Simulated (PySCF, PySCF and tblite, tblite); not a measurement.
# C₇H₉N: conformers and averaged spectra, part 2 of 2

PySCF and tblite. Atoms count from 0. Earlier steps stand in the parts before.

### Step 6. Averages: properties at wB97X-D/pcSseg-1 in chloroform

What the job is given:

```
{"job": {"study": "conf", "smiles": "CCc1ccncc1", "search": {"seed": 5616, "n_embed": 60, "ff_keep": 14, "window": 3.0, "nmax": 10, "temps": [200, 250, 298.15, 350, 400], "t_ref": 298.15, "order": 0.002}, "level": {"nmr": {"xc": "wB97X-D", "basis": "pcSseg-1", "solvent": "chloroform"}, "sp": {"xc": "B3LYP", "basis": "def2-SVP", "solvent": "chloroform"}, "j": {"xc": "B3LYP", "basis": {"default": "6-31G*", "H": "pcJ-1"}, "nuclei": ["H", "F", "P", "Si", "B"]}}, "kind": "conf"}, "charge": 0, "multiplicity": 1}
C      2.118347     0.947174     0.032441
C      1.405206    -0.205006    -0.678955
C     -0.024081    -0.284073    -0.231298
C     -0.393515    -1.041097     0.874913
C     -1.720595    -1.045988     1.271440
N     -2.669254    -0.362826     0.654144
C     -2.321058     0.359331    -0.397048
C     -1.024131     0.434053    -0.877506
H      3.155226     1.007215    -0.289742
H      2.096588     0.798958     1.109948
H      1.629131     1.892488    -0.192321
H      1.446255    -0.043243    -1.758029
H      1.916921    -1.142249    -0.450654
H      0.341921    -1.618971     1.414803
H     -2.044847    -1.625564     2.126298
H     -3.125164     0.903309    -0.876013
H     -0.793946     1.038520    -1.742330
```

The program printed:

```text
conformer  sym    E(xTB)   E(DFT)   G(298.15 K)  weight  dipole/D
    1     Cs      0.000    0.000    0.000   1.0000    3.248

mean shielding (ppm) by class
class atoms           200 K      250 K   298.15 K      350 K      400 K
  0 C  0            165.328    165.328    165.328    165.328    165.328
  1 C  1            153.545    153.545    153.545    153.545    153.545
  2 C  2             22.828     22.828     22.828     22.828     22.828
  3 C  3,7           57.074     57.074     57.074     57.074     57.074
  4 C  4,6           29.804     29.804     29.804     29.804     29.804
  5 N  5            -71.946    -71.946    -71.946    -71.946    -71.946
  6 H  8,9,10        30.549     30.549     30.549     30.549     30.549
  7 H  11,12          29.09      29.09      29.09      29.09      29.09
  8 H  13,16         24.293     24.293     24.293     24.293     24.293
  9 H  14,15         22.947     22.947     22.947     22.947     22.947
```

It took 76 s on 1 thread of Arm Neoverse V1, shared host. This counts the runs that the step sums up.

The search (ETKDG and KDG, MMFF94s, GFN2-xTB) embedded 60 structures, kept 1 distinct ones after the force field and 1 after xTB; 1 was carried on (window 3.0 kcal/mol at the search's own energies). Energies: B3LYP/def2-SVP in chloroform with D3(BJ).

Conformer by conformer (298 K):

```
no.  group  mirror pair  ΔE xTB  ΔE DFT    ΔG  weight (%)  μ (D)  C0–C1–C2–C3 (°)     A, B, C (GHz)
  1     Cs           no    0.00    0.00  0.00       100.0   3.25              -89  4.77, 1.50, 1.26
```

Energies in kcal/mol. ΔG holds xTB vibrations and rotation, symmetry numbers and mirror pairs.

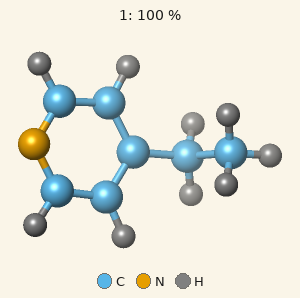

The one conformer.

Shifts against references run at the same level (¹H TMS 31.81, ¹³C TMS 187.7 ppm of shielding), by class of atoms, at 298 K:

```
      atoms                                         environment    average
         C2                         substituted aromatic carbon      164.9
     C4, C6                 aromatic CH next to a ring nitrogen      157.9
     C3, C7                                         aromatic CH      130.6
         C1                         sp3 CH2 on an aromatic ring       34.2
         C0                                       methyl carbon       22.4
   H14, H15  hydrogen on an aromatic CH next to a ring nitrogen       8.87
   H13, H16                          hydrogen on an aromatic CH       7.52
   H11, H12          hydrogen on an sp3 CH2 on an aromatic ring       2.72
H8, H9, H10                         hydrogen on a methyl carbon       1.26
         N5                         pyridine-type ring nitrogen  -71.9 (σ)
```

Couplings (Hz, B3LYP/6-31G*+pcJ-1; one pair named for each class), from conformers that hold 100 % of the weight:

```
   pair  bonds  average
  H8–H9      2    -13.7
H11–H12      2    -12.0
 H8–H11      3      7.8
H13–H14      3      5.5
H14–H15      4     -1.4
H13–H16      4      1.0
```

Effective distances for nuclear Overhauser effects, ⟨r⁻⁶⟩^(−1/6) over all pairs of two classes (Å): H8···H11 2.61; H11···H13 2.75; H13···H14 2.79; H8···H13 3.45.

### Step 7. Shieldings, conformer 1: LC-wPBE/pcSseg-1 in methanol

What the job is given:

```
{"job": {"xc": "LC-wPBE", "basis": "pcSseg-1", "solvent": "methanol", "kind": "nmr", "pop": false}, "charge": 0, "multiplicity": 1}
C      2.120493     0.949421     0.033505
C      1.407499    -0.205220    -0.680119
C     -0.026951    -0.284210    -0.230389
C     -0.396604    -1.041598     0.877099
C     -1.723393    -1.051845     1.279091
N     -2.674011    -0.363482     0.655277
C     -2.328298     0.363897    -0.402112
C     -1.027691     0.435094    -0.876876
H      3.159162     1.006434    -0.291651
H      2.097816     0.797300     1.112988
H      1.628251     1.895293    -0.194451
H      1.451784    -0.043632    -1.761456
H      1.922717    -1.143393    -0.452664
H      0.341218    -1.621903     1.419523
H     -2.035532    -1.637462     2.139160
H     -3.126077     0.915153    -0.891767
H     -0.797382     1.042184    -1.745068
```

The program printed:

```text
coarse grid: 14248 points
cycle   1  E = -326.5596033988  dE =  1.750e+00  |g| = 3.528e-01  |ddm| = 3.761e+00
cycle   2  E = -326.5852264912  dE = -2.562e-02  |g| = 2.599e-01  |ddm| = 6.011e-01
cycle   3  E = -326.5975824209  dE = -1.236e-02  |g| = 5.933e-02  |ddm| = 2.230e-01
cycle   4  E = -326.5984778189  dE = -8.954e-04  |g| = 1.788e-02  |ddm| = 1.009e-01
cycle   5  E = -326.5985596580  dE = -8.184e-05  |g| = 5.407e-03  |ddm| = 2.662e-02
cycle   6  E = -326.5985690276  dE = -9.370e-06  |g| = 1.122e-03  |ddm| = 9.909e-03
final grid: 137800 points
cycle   7  E = -326.6553142976  dE = -5.854e-05  |g| = 4.495e-03  |ddm| = 4.448e-02
cycle   8  E = -326.6553173530  dE = -3.055e-06  |g| = 3.011e-03  |ddm| = 6.836e-03
cycle   9  E = -326.6553192682  dE = -1.915e-06  |g| = 4.966e-04  |ddm| = 2.181e-03
cycle  10  E = -326.6553192921  dE = -2.387e-08  |g| = 2.388e-04  |ddm| = 5.518e-04
cycle  11  E = -326.6553193316  dE = -3.946e-08  |g| = 4.558e-05  |ddm| = 2.313e-04
cycle  12  E = -326.6553193072  dE =  2.434e-08  |g| = 1.972e-05  |ddm| = 7.149e-05
cycle  13  E = -326.6553193075  dE = -2.901e-10  |g| = 7.340e-06  |ddm| = 4.458e-05
converged SCF energy = -326.6553193075

GIAO shielding tensors (ppm)
atom      isotropic    diamagn.    paramagn.     s11        s22        s33       span
  0 C      170.546     246.900     -76.355    160.333    161.600    189.704     29.371
  1 C      158.616     244.452     -85.836    145.066    152.373    178.410     33.345
  2 C       21.371     262.282    -240.911    -86.019    -35.032    185.164    271.183
  3 C       55.610     254.540    -198.931    -59.570     53.856    172.543    232.112
  4 C       27.936     251.402    -223.466    -89.572     21.439    151.940    241.512
  5 N      -70.101     334.910    -405.012   -359.235   -165.632    314.562    673.797
  6 C       27.939     251.403    -223.464    -89.570     21.446    151.940    241.510
  7 C       55.608     254.541    -198.933    -59.580     53.840    172.566    232.146
  8 H       30.193      28.043       2.150     26.139     26.349     38.090     11.951
  9 H       30.529      30.321       0.208     25.787     29.924     35.876     10.089
 10 H       30.527      30.320       0.207     25.782     29.922     35.876     10.094
 11 H       28.914      30.813      -1.899     24.727     27.654     34.361      9.634
 12 H       28.916      30.817      -1.901     24.724     27.661     34.364      9.640
 13 H       23.910      33.433      -9.524     20.778     21.968     28.984      8.207
 14 H       22.647      29.237      -6.591     18.659     22.442     26.839      8.180
 15 H       22.647      29.236      -6.590     18.659     22.442     26.840      8.181
 16 H       23.910      33.433      -9.523     20.777     21.966     28.986      8.209
```

It took 27 s on 1 thread of Arm Neoverse V1, shared host; peak memory 0.96 GiB.

In short: HOMO -10.20 eV, LUMO 1.43 eV; dipole 3.82 D.

### Step 8. Boltzmann average: properties at LC-wPBE/pcSseg-1 in methanol

What the job is given:

```
{"job": {"study": "conf", "smiles": "CCc1ccncc1", "search": {"seed": 5616, "n_embed": 60, "ff_keep": 14, "window": 3.0, "nmax": 10, "temps": [200, 250, 298.15, 350, 400], "t_ref": 298.15, "order": 0.002}, "level": {"nmr": {"xc": "LC-wPBE", "basis": "pcSseg-1", "solvent": "methanol"}, "alter": {"geometry": "GFN1-xTB"}, "change": "LC-wPBE/pcSseg-1; solvent methanol; GFN1-xTB geometries", "top": 4}, "kind": "conf"}, "charge": 0, "multiplicity": 1}
C      2.120493     0.949421     0.033505
C      1.407499    -0.205220    -0.680119
C     -0.026951    -0.284210    -0.230389
C     -0.396604    -1.041598     0.877099
C     -1.723393    -1.051845     1.279091
N     -2.674011    -0.363482     0.655277
C     -2.328298     0.363897    -0.402112
C     -1.027691     0.435094    -0.876876
H      3.159162     1.006434    -0.291651
H      2.097816     0.797300     1.112988
H      1.628251     1.895293    -0.194451
H      1.451784    -0.043632    -1.761456
H      1.922717    -1.143393    -0.452664
H      0.341218    -1.621903     1.419523
H     -2.035532    -1.637462     2.139160
H     -3.126077     0.915153    -0.891767
H     -0.797382     1.042184    -1.745068
```

The program printed:

```text
conformer  sym    E(xTB)   E(DFT)   G(298.15 K)  weight  dipole/D
    1     Cs      0.000    0.000    0.000   1.0000    3.818

mean shielding (ppm) by class
class atoms           200 K      250 K   298.15 K      350 K      400 K
  0 C  0            170.546    170.546    170.546    170.546    170.546
  1 C  1            158.616    158.616    158.616    158.616    158.616
  2 C  2             21.371     21.371     21.371     21.371     21.371
  3 C  3,7           55.609     55.609     55.609     55.609     55.609
  4 C  4,6           27.937     27.937     27.937     27.937     27.937
  5 N  5            -70.101    -70.101    -70.101    -70.101    -70.101
  6 H  8,9,10        30.416     30.416     30.416     30.416     30.416
  7 H  11,12         28.915     28.915     28.915     28.915     28.915
  8 H  13,16          23.91      23.91      23.91      23.91      23.91
  9 H  14,15         22.647     22.647     22.647     22.647     22.647
```

It took 27 s on 1 thread of Arm Neoverse V1, shared host. This counts the runs that the step sums up.

Against the first level, at 298 K (shieldings, ppm; largest changes first):

```
      atoms  wB97X-D/pcSseg-1 in chloroform  LC-wPBE/pcSseg-1 in methanol  change
         C0                           165.3                         170.5    +5.2
         C1                           153.5                         158.6    +5.1
     C4, C6                            29.8                          27.9    -1.9
         N5                           -71.9                         -70.1    +1.8
     C3, C7                            57.1                          55.6    -1.5
         C2                            22.8                          21.4    -1.5
   H13, H16                           24.29                         23.91   -0.38
   H14, H15                           22.95                         22.65   -0.30
   H11, H12                           29.09                         28.91   -0.18
H8, H9, H10                           30.55                         30.42   -0.13
```

Weights: from B3LYP/def2-SVP in chloroform energies 1: 100 %; from LC-wPBE/pcSseg-1 in methanol energies 1: 100 % (with a dispersion term where the level has one and the same thermal terms, so they don't follow from the SCF energies alone). Times: 76 s and 27 s.

### Step 9. Outcome

The summary covers parts 1 to 2.

```
                                            quantity                                                 value
                                          conformers  1; the first in weight is no. 1 (Cs), 100 % at 298 K
                             root-mean-square dipole                                                3.25 D
averaged ¹³C shifts (wB97X-D/pcSseg-1 in chloroform)                   164.9, 157.9, 130.6, 34.2, 22.4 ppm
 averaged ¹H shifts (wB97X-D/pcSseg-1 in chloroform)                            8.87, 7.52, 2.72, 1.26 ppm
```

What this shows: The search found one conformer in the window, so the averages are its own values. Going from wB97X-D/pcSseg-1 in chloroform to LC-wPBE/pcSseg-1 in methanol moves C0 most, by 5.2 ppm of raw shielding (the geometries differ too).
